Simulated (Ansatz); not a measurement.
## Amorphous Al2O3: valence band and core levels

How wide do site differences make the core lines of amorphous Al2O3?

Program: Ansatz 0.2.0. Level of theory: DFT, PBEsol, plane-wave PAW, scalar-relativistic; PAW set soft_1. Results are calculated unless marked as measured.

### 1. The structure

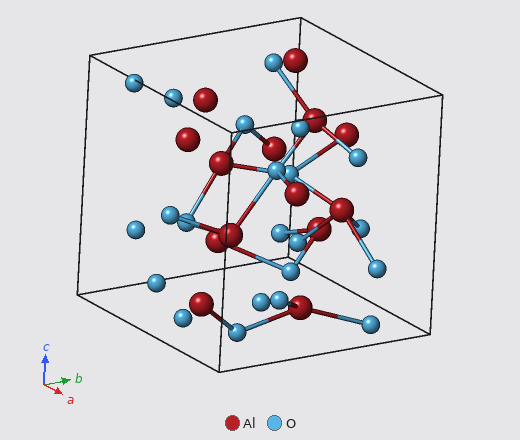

Start, viewed slightly off an axis; aluminium red, oxygen blue. Bonds to atoms that aren't drawn are left out. Some periodic images of atoms are drawn too.

The cell holds 35 atoms: 14 Al and 21 O. Its edges and angles: a = 7.258 Å, b = 7.258 Å, c = 7.258 Å, α = 90.0°, β = 90.0°, γ = 90.0°. How the cell was made: glass; density 3.1 g/cm³; hottest run set to 3500 K; random start, relaxed, three short dynamics runs, relaxed.

### 2. Relaxing the atoms

Random starting positions are first pushed apart, with loose settings.

input.yaml

```yaml
crystal:
  lattice:
    - [7.2578599433, 0.0, 0.0]
    - [0.0, 7.2578599433, 0.0]
    - [0.0, 0.0, 7.2578599433]
  atoms:
    - { symbol: Al, position: [0.5381643515, 0.3432708698, 0.3690672398] }
    - { symbol: Al, position: [0.3744967656, 0.9874449902, 0.6327562726] }
    - { symbol: Al, position: [0.0088958055, 0.9787675622, 0.8270030258] }
    - { symbol: Al, position: [0.7852109593, 0.048083487, 0.2074392662] }
    - { symbol: Al, position: [0.8498656311, 0.4324948117, 0.6274679337] }
    - { symbol: Al, position: [0.7594665768, 0.5398572043, 0.1068800786] }
    - { symbol: Al, position: [0.3618555214, 0.3120410174, 0.8812891944] }
    - { symbol: Al, position: [0.2629831049, 0.9573361407, 0.2082181025] }
    - { symbol: Al, position: [0.1180704, 0.5764275422, 0.1735773013] }
    - { symbol: Al, position: [0.2264823473, 0.4978001058, 0.5435925337] }
    - { symbol: Al, position: [0.5922197448, 0.6787800903, 0.8123051762] }
    - { symbol: Al, position: [0.0608734356, 0.8629244375, 0.4925302471] }
    - { symbol: Al, position: [0.667855319, 0.7780605173, 0.447246471] }
    - { symbol: Al, position: [0.649858626, 0.0367787765, 0.8524128078] }
    - { symbol: O, position: [0.9272015553, 0.3783217335, 0.9361740586] }
    - { symbol: O, position: [0.0656614065, 0.2182126451, 0.2580980381] }
    - { symbol: O, position: [0.8824115749, 0.8123729862, 0.2655089206] }
    - { symbol: O, position: [0.0531746267, 0.9182678341, 0.1296267763] }
    - { symbol: O, position: [0.2967655088, 0.0122041838, 0.978361115] }
    - { symbol: O, position: [0.0460928576, 0.3785149523, 0.7771727363] }
    - { symbol: O, position: [0.3898038843, 0.608933634, 0.999162837] }
    - { symbol: O, position: [0.3900730542, 0.7129390932, 0.5174395457] }
    - { symbol: O, position: [0.8201663934, 0.7362631253, 0.7215017522] }
    - { symbol: O, position: [0.4684342072, 0.7140681177, 0.2574771681] }
    - { symbol: O, position: [0.8709849046, 0.3601343653, 0.2022084469] }
    - { symbol: O, position: [0.1770322108, 0.2522897142, 0.0668327061] }
    - { symbol: O, position: [0.5751365391, 0.9370581044, 0.3142190344] }
    - { symbol: O, position: [0.4263571268, 0.1272716896, 0.4501583782] }
    - { symbol: O, position: [0.0980937321, 0.6907605019, 0.6340913419] }
    - { symbol: O, position: [0.2629604343, 0.3206205263, 0.336702863] }
    - { symbol: O, position: [0.7593916277, 0.2440557433, 0.0500799838] }
    - { symbol: O, position: [0.3194505212, 0.7923392956, 0.0753284363] }
    - { symbol: O, position: [0.5183802956, 0.1497615183, 0.0471985071] }
    - { symbol: O, position: [0.8356981012, 0.8281866044, 0.0152622933] }
    - { symbol: O, position: [0.5802114092, 0.5174700333, 0.6251308863] }
kpoints:
  mp_grid: { grid: [1, 1, 1] }
scf:
  occupations: { method: fermi_dirac, width: 0.1 }
  n_extra_bands: 23
hamiltonian:
  xc: pbesol
  pseudopotentials: { kind: paw, azcp: { folder: soft_1 }, xc_functional: pbe }
output:
  forces: true
basis:
  ecutwfc: 320
relax:
  f_tol: 0.2
  max_steps: 25
```

Run with:

```sh
ansatz run input.yaml --threads 8 --pin off --max-ram 23552MiB --backend cpu --events-out ev --progress --plain --runs-dir out
```

Numbers of over 12 decimals in the logs are rounded to 6 here.

What it wrote:

```text
Warning: basis.ecutwfc = 320 eV is below the records' recommended 420 eV, and the density's cutoff is lower with it unless basis.ecutrho_ratio is high enough to keep the records' density cutoff: compare with a run at a higher cutoff
scf.n_extra_bands = 23 over 84 filled bands (N_el = 168.0): the run solves 107 bands
Engine: ansatz 0.2.0, aarch64-unknown-linux-gnu
Pseudopotentials: kind: paw
Pseudopotential: Al, paw, valence charge 3, recommended cutoff 420 eV (normal), soft_1/Al.paw.azcp
Pseudopotential: O, paw, valence charge 6, recommended cutoff 420 eV (normal), soft_1/O.paw.azcp
Functional definition: PBEsol
  exchange = pbesol_x
  correlation = pbesol_c
Crystal: 35 atoms, lattice volume = 382.319 Å³
Basis set: ecut = 320 eV, 4945 PW (Γ), exchange–correlation on 90×90×90 points (8 copies of the dense FFT grid, shifted against one another)
Bands: 107, of which v1, the nominal top of the filled ones, is band 84 counted from 1 (83 counted from 0)
Symmetry: 1 space group operations
Space group: P1 (ITA 1), of the structure as read, at distance tolerance 7.3e-5 Å
k-points: 1
Non-local potential: Al, projectors of the file, l = 0: 2, l = 1: 2, l = 2: 1
Non-local potential: O, projectors of the file, l = 0: 2, l = 1: 2, l = 2: 1
PAW form: soft (Blöchl's): semilocal exchange-correlation on the pseudo side does not see the compensation charge
PAW frozen core: Al, regenerated for the run's functional, and the local potential with it (the file was generated under x = pbe(κ = 0.804, μ = 0.219515), c = pbe(β = 0.066725))
PAW frozen core: O, regenerated for the run's functional, and the local potential with it (the file was generated under x = pbe(κ = 0.804, μ = 0.219515), c = pbe(β = 0.066725))
PAW one-centre angular grid: Al, 110 points (default); XC on 64 Gauss nodes
PAW one-centre angular grid: O, 110 points (default); XC on 64 Gauss nodes
Initial density: superposition of atomic densities (chi_scale 0.1, normalization cell, long waves kept (reshape's long-wave potential 0.81 eV rms))
Initial wavefunctions: pseudopotential atomic-orbital guess
Functional: x = pbesol(κ = 0.804, μ = 0.123457), c = pbesol(β = 0.046)
SCF iter   1: F=—  HF=-19090.877600 eV  |F-HF|=—  |Δ(HF+E_count)|=         —  Δρ=1.36e-1  dr2=1.48e2  ethr=3.10e-3  ⟨swp⟩=6.0  Hψ=434  notcnv=0
preconditioner: auto → Kerker (q_TF=auto, 2.379 Å⁻¹)  [metal: Δε(μ)=0.077 eV  Ē_g=11.180 eV  σ=0.100 eV  W_gap=0.19  n_scr=80 (ndim 8)  ℏωp=24.6 eV  f_vac=0.000  D(μ)=17.64/eV (n_scr^D=170)]
SCF iter   2: F=—  HF=-19077.274579 eV  |F-HF|=—  |Δ(HF+E_count)|=    1.36e1  Δρ=5.98e-2  dr2=3.97e1  ethr=3.10e-3  ⟨swp⟩=3.0  Hψ=239  notcnv=0  defer=2
SCF iter   3: F=—  HF=-19072.358330 eV  |F-HF|=—  |Δ(HF+E_count)|=    4.92e0  Δρ=3.76e-2  dr2=6.76e0  ethr=3.10e-3  ⟨swp⟩=3.0  Hψ=196  notcnv=0  defer=2
[...]
relax step   5: F+E_penalty+E_count = -19110.36875978 eV  Δ(F+E_penalty+E_count) = -7.566e0 eV  max|allowed force component| = 5.596e0 eV/Å  Δτ_max = 0.1951 Å  (7 SCF iters, dr2 threshold 1.00e-4 eV, accepted)
relax step  10: F+E_penalty+E_count = -19138.20543957 eV  Δ(F+E_penalty+E_count) = -3.086e0 eV  max|allowed force component| = 2.316e0 eV/Å  Δτ_max = 0.2000 Å  (9 SCF iters, dr2 threshold 1.00e-4 eV, accepted)
relax step  15: F+E_penalty+E_count = -19149.80938718 eV  Δ(F+E_penalty+E_count) = -1.593e0 eV  max|allowed force component| = 1.007e0 eV/Å  Δτ_max = 0.2000 Å  (8 SCF iters, dr2 threshold 1.00e-4 eV, accepted)
relax step  20: F+E_penalty+E_count = -19157.40166245 eV  Δ(F+E_penalty+E_count) = -1.347e0 eV  max|allowed force component| = 3.231e0 eV/Å  Δτ_max = 0.1933 Å  (6 SCF iters, dr2 threshold 1.00e-4 eV, accepted)
relax step  25: F+E_penalty+E_count = -19161.59244708 eV  Δ(F+E_penalty+E_count) = -3.573e-1 eV  max|allowed force component| = 9.358e-1 eV/Å  Δτ_max = 0.1951 Å  (10 SCF iters, accepted)
Step failed. What follows is not a result of the run: it is the report of the last solve that finished, which converged after 10 SCF iterations.
Free energy (F): -19161.592447 eV
Harris-Foulkes:  -19161.592447 eV  (|F-HF|=1.22e-9)
Internal energy: -19161.592446 eV  (E = F + TS)
E sigma→0 (E₀):  -19161.592447 eV
Entropy (-TS):   -0.000001 eV (-0.000 meV/atom)
Fermi energy:    6.685021 eV
--- Per-component energies (eV) ---
  E_band       = -250.316062
  E_kinetic    = 3957.895282
  E_local      = -8657.429674  (includes V_loc(G=0)·N_el)
  E_nonlocal   = 1203.835554
  E_hartree    = 3276.092030
  E_xc         = -2035.663404
  E_vxc        = -2352.128007  (∫ρ·V_xc dr)
  E_paw        = -9686.947370  (= ΣΔE_a)
  E_vpaw       = -954.711159  (= ΣTr[D̂ρ^β])
  E_aug_tail   = 0.045979  (compensation charges beyond the density's cutoff)
  E_ewald      = -7220.429837
  E_core_change = 1.008993  (= ΣΔE_core)
  E_smearing   = -0.000001  (= −TS)
  E_closure    = -0.000000  (closes the sum)
  Σ components = -19161.592447   (vs F -19161.592447, Δ=0.00e0)
--- Forces (eV/Å), atoms counted from 1 ---
  atom   1  Al    -0.16818308     0.03855832     0.22393046
  atom   2  Al     0.02092780    -0.11357974    -0.05298016
  atom   3  Al    -0.09823881     0.09638086    -0.01615061
  atom   4  Al     0.06235880    -0.75844339    -0.18138293
  atom   5  Al    -0.12089277     0.17224789     0.19297041
  atom   6  Al     0.18484310     0.05355262    -0.24454627
  atom   7  Al     0.10975076     0.13450181     0.00292143
  atom   8  Al    -0.07048085     0.01102537    -0.08791719
[...]
atom  32  O      0.03456689     0.24732526    -0.14913070
  atom  33  O      0.13464787     0.06061237     0.10586125
  atom  34  O     -0.20168636     0.10721984    -0.01553316
  atom  35  O      0.29967957    -0.36188262    -0.17769765
  max |Σ_I F_I| component: 6.01e-5 eV/Å
End of that report.
Error: geometry relaxation did not converge after 25 steps: max|allowed force component| = 9.36e-1 eV/Å (threshold 2.0e-1). Raise `relax.max_steps` over both its present limit and 25, loosen `relax.f_tol`, or start from a geometry closer to equilibrium. Where this run's directory can be resumed (`checkpoint.write`), a resume goes on for up to `relax.max_steps` more
```

Wall time 23 s (8 threads of Arm Neoverse V1, shared host); peak memory 0.41 GiB.

The run stopped before the relaxation met all its tests.

The program's message: “Error: geometry relaxation did not converge after 25 steps: max|allowed force component| = 9.36e-1 eV/Å (threshold 2.0e-1). Raise `relax.max_steps` over both its present limit and 25, loosen `relax.f_ …”

(Continued in part 2 of 7.)

[Logs are printed without paths, hosts, clocks, repeated set-up lines and the standing remarks that a program may print on its own settings, such as how far it seeks lower states.]

[Hosts, paths, dates, database ids (printed as entryN), source tags and the programs' standing remarks are cut or masked in the printed files.]

[Maps of the electrostatic potential energy from Ansatz leave out the sawtooth potential of an applied field or a dipole correction, so their vacuum need not be flat; work functions include it.]
